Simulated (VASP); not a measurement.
Band structure of SmPd (space group Cmcm). Level of theory: PBEsol GGA, VASP's PBE PAW potentials (set 64) (plane waves; VASP 6.6.1).

The run has a spin-polarised start.

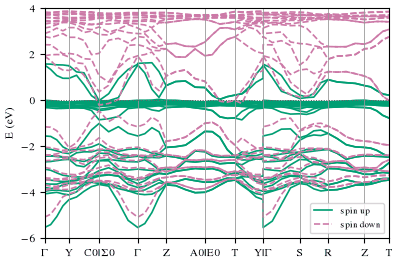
*Bands along high-symmetry lines, zero at the valence-band maximum or, without a gap, the Fermi level*

Task: Read the plot: is there a gap, and where are the band edges?

Result: It has no gap at this level: it comes out as a metal or semimetal.

The structure comes from a computed database's SmPd entry (Cmcm); how it stands against other phases isn't given here. The cell was not relaxed at this level. The k-mesh is coarse (spacing up to 0.35 per Å, 2π included), so the numbers may not be converged in it. VASP warned that the highest band is occupied, so more bands are needed.
